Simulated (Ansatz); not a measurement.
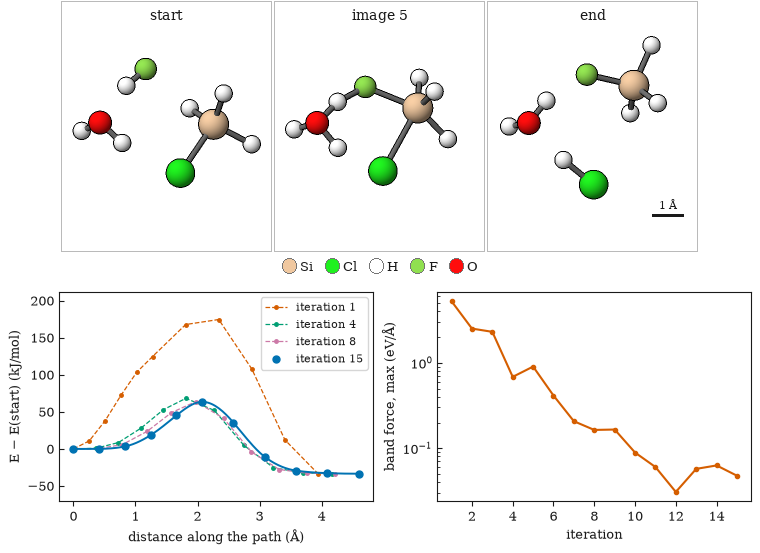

A search for the minimum-energy path of SiH6OClF by the nudged elastic band. Images are numbered from 0 (start) to 10 (end). The plot follows the band through its iterations. Style: ball-and-stick. Shown at a tilt.

Computed with RKS BLYP/def2-SVP in Ansatz 0.2.0. Set-up: 9 movable images; climbing image; force threshold 0.05 eV/Å; iteration limit 60; starting path through a guess of the saddle point.

### Did the band converge, and can the barrier be trusted?

The result is final at these settings. The band converged in 15 iterations. The largest component of the band force went from 5.3 to 0.048 eV/Å. The climbing image converged on the top of the path. Its vibrational analysis gives one imaginary mode (330i cm⁻¹), as a transition state must have. The first iteration put the highest image at 174.7 kJ/mol. The energy climbs by 63.6 kJ/mol to image 5 and then falls by 97.0 kJ/mol, so the end point sits at −33.4 kJ/mol.

Cost: 2.3 min on 2 threads of Intel(R) Xeon(R) Platinum 8488C (Sapphire Rapids), on a shared host, peak memory 0.15 GiB.
